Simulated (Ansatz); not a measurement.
# AsH₃ (singlet): one geometry, many settings

What do other methods and options give for AsH₃ (singlet) at this geometry, and how long do they take?

The runs use Ansatz 0.2.0, Gaussian basis; the settings change from run to run.

14 further runs of the same task are left out: 6 that didn't finish, 8 set aside as unsound or not needed.

### Step 1. The system

The geometry is a PBE0/def2-TZVP stationary point (not a proven minimum). No spin-orbit coupling is included. The filled d shell of As may be among the frozen orbitals whatever the setting's name suggests; the logs give the count.

4 atoms, charge 0, spin multiplicity 1.

Atoms are counted from 1 here; the program's logs count them from 0.

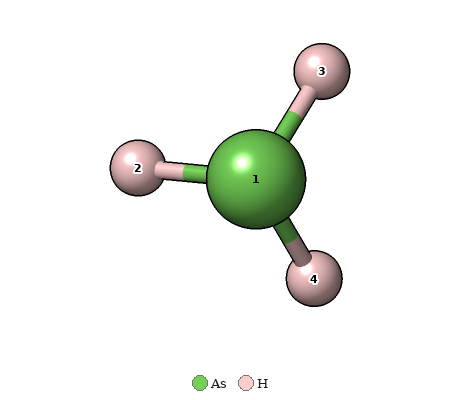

The geometry (arsenic green, hydrogen pink); atoms are numbered from 1 in the order of the file.

### Step 2. CCSD(T) on UHF/cc-pVDZ

Input file in.yaml:

```yaml
crystal:
  periodic: [false, false, false]
  atoms:
    - {symbol: As, position_ang: [0.000180, 0.000018, -0.032875]}
    - {symbol: H, position_ang: [1.259297, 0.013995, 0.821503]}
    - {symbol: H, position_ang: [-0.648855, 1.086822, 0.811601]}
    - {symbol: H, position_ang: [-0.623856, -1.102121, 0.810570]}
basis:
  gaussian: {orbitals: cc-pVDZ, fitting: {mean_field: def2-universal-jkfit}}
magnetization: {spin_polarized: true, initial_magnetization: 0}
correlation: {method: ccsd_t, electrons: valence}
scf: {lower_state_search: full}
```

On the command line:

```
$ ansatz run in.yaml --threads 1 --pin off --events-out ev --progress --plain --max-ram 2393MiB
```

The program printed:

```text
Functional definition: HF
  name "HF"
  cite "Fock, Z. Phys. 61, 126 (1930) doi:10.1007/BF01340294"
  parent pbe
  exchange = exact_x
  correlation = 0
320 factors; integrals over basis functions are off by at most 3.9e-1 eV
mean field evaluation 1: about -60841.4843 eV, gradient 5.9e0 eV
mean field evaluation 2: about -60841.8576 eV, gradient 1.7e0 eV
mean field evaluation 4: about -60841.8989 eV, gradient 9.0e-2 eV
mean field evaluation 8: about -60841.8581 eV, gradient 1.7e0 eV
mean field -60841.89905874 eV, -2235.8985502882 hartree, gradient 1.5e-6 eV, S^2 0.000000; 0 other end points of the search recorded, 0 dependent functions left out
9 core orbitals not correlated: weight in the atoms' cores, before any rotation towards them, 1.000 or more for the frozen orbitals, at most 0.000 for the correlated occupied ones
reference -60841.89905874 eV, -2235.8985502882 hartree; 9, 9 occupied and 24, 24 virtual orbitals, 320 factors
second order -3.88350649 eV of doubles, -0.00000000 eV of singles
cycle   1  -4.39825970 eV  change   -5.1e-1 eV  update   5.7e-2
cycle   2  -4.60449556 eV  change   -2.1e-1 eV  update   2.0e-2
cycle   3  -4.61577623 eV  change   -1.1e-2 eV  update   5.3e-3
cycle   4  -4.61619643 eV  change   -4.2e-4 eV  update   1.8e-3
cycle   5  -4.61560352 eV  change    5.9e-4 eV  update   5.2e-4
cycle   6  -4.61558050 eV  change    2.3e-5 eV  update   1.3e-4
cycle   7  -4.61559352 eV  change   -1.3e-5 eV  update   3.5e-5
cycle   8  -4.61559684 eV  change   -3.3e-6 eV  update   8.2e-6
perturbative correction -0.11234526 eV, -0.0041286122 hartree
Total energy: -60846.62700084 eV, -2236.0722989557 hartree
```

Run time: 0.57 s. Hardware: 1 thread of Intel Xeon 6975P-C, shared host.

From the report: ⟨S²⟩ of the determinant 0.000 (pure singlet: 0.00); correlation -4.7279 eV; T1 0.008; largest double amplitude 0.05.

### Step 3. BCCD(T) on RHF/cc-pVDZ

Input file in.yaml:

```yaml
crystal:
  periodic: [false, false, false]
  atoms:
    - {symbol: As, position_ang: [0.000180, 0.000018, -0.032875]}
    - {symbol: H, position_ang: [1.259297, 0.013995, 0.821503]}
    - {symbol: H, position_ang: [-0.648855, 1.086822, 0.811601]}
    - {symbol: H, position_ang: [-0.623856, -1.102121, 0.810570]}
basis:
  gaussian: {orbitals: cc-pVDZ}
magnetization: {spin_polarized: false}
correlation: {method: bccd_t, electrons: outside_noble_gas}
scf: {lower_state_search: light}
```

Same command.

The program printed, shortened:

```text
Functional definition: HF
  name "HF"
  cite "Fock, Z. Phys. 61, 126 (1930) doi:10.1007/BF01340294"
  parent pbe
[...]
458 factors; integrals over basis functions are off by at most 1.1e-3 eV
[...]
mean field -60841.89992871 eV, -2235.8985822591 hartree, gradient 3.7e-6 eV, S^2 0.000000; 0 other end points of the search recorded, 0 dependent functions left out
14 core orbitals not correlated: weight in the atoms' cores, before any rotation towards them, 1.000 or more for the frozen orbitals, at most 0.000 for the correlated occupied ones
reference -60841.89992871 eV, -2235.8985822591 hartree; 4, 4 occupied and 24, 24 virtual orbitals, 458 factors
second order -3.38149707 eV of doubles, -0.00000000 eV of singles
cycle   1  -3.94082295 eV  change   -5.6e-1 eV  update   5.5e-2
[...]
cycle   8  -4.13661543 eV  change    3.2e-6 eV  update   7.8e-6
perturbative correction -0.09221955 eV, -0.0033890060 hartree
Total energy: -60846.12876369 eV, -2236.0539890781 hartree
```

Run time: 0.36 s. Hardware: 1 thread of Intel Xeon 6975P-C, shared host.

From the report: correlation -4.2288 eV; largest double amplitude 0.05.

### Step 4. HF/cc-pVDZ

in.yaml: that of step 3 with these lines changed.

```diff
@@ -10,3 +10,4 @@
 magnetization: {spin_polarized: false}
-correlation: {method: bccd_t, electrons: outside_noble_gas}
-scf: {lower_state_search: light}
+hamiltonian: {xc: hf}
+accuracy: high
+output: {forces: true, orbitals: {seedname: orbitals}}
```

The command is unchanged.

The program printed, shortened:

```text
Functional definition: HF
  name "HF"
  cite "Fock, Z. Phys. 61, 126 (1930) doi:10.1007/BF01340294"
  parent pbe
[...]
900 factors; integrals over basis functions are off by at most 4.5e-9 eV
[...]
mean field -60841.89999911 eV, -2235.8985848463 hartree, gradient 8.3e-8 eV, S^2 0.000000; 0 other end points of the search recorded, 0 dependent functions left out
[...]
reference -60841.89999911 eV, -2235.8985848463 hartree; 18, 18 occupied and 24, 24 virtual orbitals, 900 factors
Total energy: -60841.89999911 eV, -2235.8985848463 hartree
Atom 0 at     0.000180     0.000018    -0.032875 Å, force    -0.003372    -0.000329     0.617045 eV/Å
Atom 1 at     1.259297     0.013995     0.821503 Å, force    -0.014917    -0.000073    -0.205776 eV/Å
Atom 2 at    -0.648855     1.086822     0.811601 Å, force     0.009303    -0.013682    -0.205641 eV/Å
Atom 3 at    -0.623856    -1.102121     0.810570 Å, force     0.008986     0.014085    -0.205628 eV/Å
Dipole moment:    -0.000424    -0.000041     0.077231 e Å
```

Run time: 0.9 s. Hardware: 1 thread of Intel Xeon 6975P-C, shared host.

### Step 5. CCSD on RHF/cc-pVDZ

in.yaml: that of step 4 with these lines changed.

```diff
@@ -10,4 +10,4 @@
 magnetization: {spin_polarized: false}
-hamiltonian: {xc: hf}
-accuracy: high
-output: {forces: true, orbitals: {seedname: orbitals}}
+correlation: {method: ccsd, electrons: all}
+scf: {lower_state_search: light}
+output: {forces: true}
```

The command is unchanged.

The program printed, shortened:

```text
Functional definition: HF
  name "HF"
  cite "Fock, Z. Phys. 61, 126 (1930) doi:10.1007/BF01340294"
  parent pbe
[...]
458 factors; integrals over basis functions are off by at most 1.1e-3 eV
[...]
mean field -60841.89992871 eV, -2235.8985822591 hartree, gradient 3.7e-6 eV, S^2 0.000000; 0 other end points of the search recorded, 0 dependent functions left out
reference -60841.89992871 eV, -2235.8985822591 hartree; 18, 18 occupied and 24, 24 virtual orbitals, 458 factors
second order -4.18325960 eV of doubles, -0.00000000 eV of singles
cycle   1  -4.65738722 eV  change   -4.7e-1 eV  update   5.7e-2
[...]
cycle   9  -4.88124279 eV  change    1.1e-6 eV  update   1.9e-6
[...]
Total energy: -60846.78117149 eV, -2236.0779646228 hartree
Atom 0 at     0.000180     0.000018    -0.032875 Å, force    -0.000440    -0.000044     0.082759 eV/Å
Atom 1 at     1.259297     0.013995     0.821503 Å, force     0.038852     0.000457    -0.027380 eV/Å
Atom 2 at    -0.648855     1.086822     0.811601 Å, force    -0.019589     0.033322    -0.027673 eV/Å
Atom 3 at    -0.623856    -1.102121     0.810570 Å, force    -0.018823    -0.033735    -0.027705 eV/Å
Dipole moment:    -0.000432    -0.000042     0.078626 e Å
```

Wall time 1.3 s (1 thread of Intel Xeon 6975P-C, shared host).

From the report: correlation -4.8812 eV; T1 0.006; largest double amplitude 0.05.

### Step 6. CCSD/cc-pVDZ

in.yaml: that of step 5 with these lines changed.

```diff
@@ -10,4 +10,5 @@
 magnetization: {spin_polarized: false}
-correlation: {method: ccsd, electrons: all}
-scf: {lower_state_search: light}
+hamiltonian: {xc: {name: B3LYP}}
+correlation: {method: ccsd, electrons: valence}
+scf: {lower_state_search: full}
 output: {forces: true}
```

The command is unchanged.

The program printed, shortened:

```text
Functional definition: B3LYP
  name "B3LYP"
  cite "Stephens, Devlin, Chabalowski & Frisch, J. Phys. Chem. 98, 11623 (1994) doi:10.1021/j100096a001"
  cite "Becke, Phys. Rev. A 38, 3098 (1988) doi:10.1103/PhysRevA.38.3098"
  cite "Lee, Yang & Parr, Phys. Rev. B 37, 785 (1988) doi:10.1103/PhysRevB.37.785"
  cite "Vosko, Wilk & Nusair, Can. J. Phys. 58, 1200 (1980) doi:10.1139/p80-159"
[...]
458 factors; integrals over basis functions are off by at most 1.1e-3 eV
[...]
mean field -60890.28999872 eV, -2237.6768845322 hartree, gradient 5.4e-6 eV, S^2 0.000000; 0 other end points of the search recorded, 0 dependent functions left out
9 core orbitals not correlated: weight in the atoms' cores, before any rotation towards them, 1.000 or more for the frozen orbitals, at most 0.000 for the correlated occupied ones
reference -60841.58230895 eV, -2235.8869099481 hartree; 9, 9 occupied and 24, 24 virtual orbitals, 458 factors
second order -4.10665715 eV of doubles, -0.23761253 eV of singles
cycle   1  -4.70716129 eV  change   -3.7e-1 eV  update   5.1e-2
[...]
cycle   8  -4.89952194 eV  change    1.9e-6 eV  update   7.1e-6
[...]
Total energy: -60846.48183088 eV, -2236.0669640582 hartree
Atom 0 at     0.000180     0.000018    -0.032875 Å, force    -0.000249    -0.000025     0.048084 eV/Å
Atom 1 at     1.259297     0.013995     0.821503 Å, force     0.057674     0.000666    -0.015718 eV/Å
Atom 2 at    -0.648855     1.086822     0.811601 Å, force    -0.029282     0.049563    -0.016159 eV/Å
Atom 3 at    -0.623856    -1.102121     0.810570 Å, force    -0.028143    -0.050204    -0.016206 eV/Å
Dipole moment:    -0.000434    -0.000042     0.079020 e Å
```

Wall time 1.2 s (1 thread of Intel Xeon 6975P-C, shared host).

From the report: correlation -4.8995 eV; T1 0.011; largest double amplitude 0.05. The orbitals are Kohn-Sham ones, so correlation energy and T1 don't compare with those on Hartree-Fock orbitals.

### Step 7. CCSD on RHF/def2-mTZVP

in.yaml: that of step 6 with these lines changed.

```diff
@@ -8,7 +8,5 @@
 basis:
-  gaussian: {orbitals: cc-pVDZ}
+  gaussian: {orbitals: def2-mTZVP}
 magnetization: {spin_polarized: false}
-hamiltonian: {xc: {name: B3LYP}}
-correlation: {method: ccsd, electrons: valence}
-scf: {lower_state_search: full}
-output: {forces: true}
+correlation: {method: ccsd, electrons: outside_noble_gas}
+accuracy: high
```

The command is unchanged.

The program printed, shortened:

```text
Functional definition: HF
  name "HF"
  cite "Fock, Z. Phys. 61, 126 (1930) doi:10.1007/BF01340294"
  parent pbe
[...]
765 factors; integrals over basis functions are off by at most 4.5e-9 eV
[...]
mean field -60842.48694828 eV, -2235.9201548305 hartree, gradient 1.4e-8 eV, S^2 0.000000; 0 other end points of the search recorded, 0 dependent functions left out
14 core orbitals not correlated: weight in the atoms' cores, before any rotation towards them, 1.000 or more for the frozen orbitals, at most 0.000 for the correlated occupied ones
reference -60842.48694828 eV, -2235.9201548305 hartree; 4, 4 occupied and 27, 27 virtual orbitals, 765 factors
second order -2.90925141 eV of doubles, -0.00000000 eV of singles
cycle   1  -3.38438192 eV  change   -4.8e-1 eV  update   5.9e-2
[...]
cycle  19  -3.60747763 eV  change  -2.4e-10 eV  update  1.0e-10
Total energy: -60846.09442592 eV, -2236.0527271883 hartree
```

Run time: 0.51 s. Hardware: 1 thread of Intel Xeon 6975P-C, shared host.

From the report: correlation -3.6075 eV; T1 0.014; largest double amplitude 0.05.

### Step 8. BCCD on RHF/def2-mTZVP

in.yaml: that of step 7 with these lines changed.

```diff
@@ -8,5 +8,4 @@
 basis:
-  gaussian: {orbitals: def2-mTZVP}
+  gaussian: {orbitals: def2-mTZVP, fitting: {mean_field: def2-universal-jkfit}, point_charges: [{charge: -1.00, position_ang: [6.135, 0.971, -0.124]}]}
 magnetization: {spin_polarized: false}
-correlation: {method: ccsd, electrons: outside_noble_gas}
-accuracy: high
+correlation: {method: bccd, electrons: valence}
```

Launched as before.

The program printed, shortened:

```text
Functional definition: HF
  name "HF"
  cite "Fock, Z. Phys. 61, 126 (1930) doi:10.1007/BF01340294"
  parent pbe
[...]
320 factors; integrals over basis functions are off by at most 6.2e-1 eV
[...]
mean field -60842.52005909 eV, -2235.9213716304 hartree, gradient 4.2e-7 eV, S^2 0.000000; 0 other end points of the search recorded, 0 dependent functions left out
9 core orbitals not correlated: weight in the atoms' cores, before any rotation towards them, 1.000 or more for the frozen orbitals, at most 0.000 for the correlated occupied ones
reference -60842.52005909 eV, -2235.9213716304 hartree; 9, 9 occupied and 27, 27 virtual orbitals, 320 factors
second order -5.91871229 eV of doubles, -0.00000000 eV of singles
cycle   1  -6.09719038 eV  change   -1.8e-1 eV  update   6.9e-2
[...]
cycle   9  -6.39453980 eV  change    7.9e-7 eV  update   4.3e-6
Total energy: -60848.91459889 eV, -2236.1563666337 hartree
```

It took 0.27 s on 1 thread of Intel Xeon 6975P-C, shared host.

From the report: correlation -6.3945 eV; largest double amplitude 0.05.

### Step 9. CCSDT on RHF/6-31G

Input file in.yaml:

```yaml
crystal:
  periodic: [false, false, false]
  atoms:
    - {symbol: As, position_ang: [0.000180, 0.000018, -0.032875]}
    - {symbol: H, position_ang: [1.259297, 0.013995, 0.821503]}
    - {symbol: H, position_ang: [-0.648855, 1.086822, 0.811601]}
    - {symbol: H, position_ang: [-0.623856, -1.102121, 0.810570]}
basis:
  gaussian: {orbitals: 6-31G}
magnetization: {spin_polarized: false}
correlation: {method: ccsdt, electrons: outside_noble_gas}
scf: {lower_state_search: off}
```

Same command.

The program printed, shortened:

```text
Functional definition: HF
  name "HF"
  cite "Fock, Z. Phys. 61, 126 (1930) doi:10.1007/BF01340294"
  parent pbe
[...]
601 factors; integrals over basis functions are off by at most 3.3e-8 eV
[...]
mean field -60832.59721992 eV, -2235.5567140167 hartree, gradient 8.8e-7 eV, S^2 0.000000; 0 other end points of the search recorded, 0 dependent functions left out
14 core orbitals not correlated: weight in the atoms' cores, before any rotation towards them, 0.999 or more for the frozen orbitals, at most 0.000 for the correlated occupied ones
reference -60832.59721992 eV, -2235.5567140167 hartree; 4, 4 occupied and 17, 17 virtual orbitals, 601 factors
second order -1.73579977 eV of doubles, -0.00000000 eV of singles
cycle   1  -2.13852505 eV  change   -4.0e-1 eV  update   5.5e-2
[...]
cycle  10  -2.37066116 eV  change   -7.6e-8 eV  update   3.2e-7
Total energy: -60834.96788108 eV, -2235.6438342074 hartree
Checks for a lower state left out: stability, starts, cluster_reference, orbital_swaps, neighbouring_geometries, increment
```

Wall time 0.45 s (1 thread of Intel Xeon 6975P-C, shared host).

From the report: correlation -2.3707 eV; T1 0.008; largest double amplitude 0.06.

### Step 10. HF/cc-pVDZ

in.yaml: that of step 9 with these lines changed.

```diff
@@ -8,5 +8,5 @@
 basis:
-  gaussian: {orbitals: 6-31G}
+  gaussian: {orbitals: cc-pVDZ}
 magnetization: {spin_polarized: false}
-correlation: {method: ccsdt, electrons: outside_noble_gas}
-scf: {lower_state_search: off}
+hamiltonian: {xc: hf}
+output: {forces: true, orbitals: {seedname: orbitals}}
```

Same command.

The program printed, shortened:

```text
Functional definition: HF
  name "HF"
  cite "Fock, Z. Phys. 61, 126 (1930) doi:10.1007/BF01340294"
  parent pbe
[...]
458 factors; integrals over basis functions are off by at most 1.1e-3 eV
[...]
mean field -60841.89992871 eV, -2235.8985822591 hartree, gradient 9.9e-6 eV, S^2 0.000000; 0 other end points of the search recorded, 0 dependent functions left out
[...]
reference -60841.89992871 eV, -2235.8985822591 hartree; 18, 18 occupied and 24, 24 virtual orbitals, 458 factors
Total energy: -60841.89992871 eV, -2235.8985822591 hartree
Atom 0 at     0.000180     0.000018    -0.032875 Å, force    -0.003372    -0.000329     0.617022 eV/Å
Atom 1 at     1.259297     0.013995     0.821503 Å, force    -0.014894    -0.000073    -0.205769 eV/Å
Atom 2 at    -0.648855     1.086822     0.811601 Å, force     0.009291    -0.013662    -0.205633 eV/Å
Atom 3 at    -0.623856    -1.102121     0.810570 Å, force     0.008974     0.014065    -0.205620 eV/Å
Dipole moment:    -0.000424    -0.000041     0.077236 e Å
```

It took 0.36 s on 1 thread of Intel Xeon 6975P-C, shared host.

### Step 11. All runs side by side

Where basis and cores are those of an earlier RCCSDTQ/cc-pVDZ run (-60846.1480 eV), and the state is the same kind, the miss against it is given.

```csv
level,correlated,functions,energy (eV),from RCCSDTQ (meV),time
CCSD(T) on UHF/cc-pVDZ,valence,42,-60846.6270,,0.57 s
BCCD(T) on RHF/cc-pVDZ,outside noble gas,42,-60846.1288,19.2,0.36 s
HF/cc-pVDZ,,42,-60841.9000,4248.0,0.9 s
CCSD on RHF/cc-pVDZ,all,42,-60846.7812,,1.3 s
CCSD/cc-pVDZ (on B3LYP orbitals),valence,42,-60846.4818,,1.2 s
CCSD on RHF/def2-mTZVP,outside noble gas,45,-60846.0944,,0.51 s
BCCD on RHF/def2-mTZVP (beside a point charge),valence,45,-60848.9146,,0.27 s
CCSDT on RHF/6-31G,outside noble gas,35,-60834.9679,,0.45 s
HF/cc-pVDZ,,42,-60841.8999,4248.1,0.36 s
```

### Step 12. Outcome

```
quantity                                                   value
    runs                                                       9
quickest  BCCD on RHF/def2-mTZVP (beside a point charge), 0.27 s
 slowest                              CCSD on RHF/cc-pVDZ, 1.3 s
```

Total energies in different bases, with other cores or another treatment of relativity can't be set against each other. CCSD on RHF/cc-pVDZ took 5 times as long as BCCD on RHF/def2-mTZVP (beside a point charge); the jobs differ in more than the method. Hartree-Fock, CASSCF and CASCI lack dynamic correlation by design.
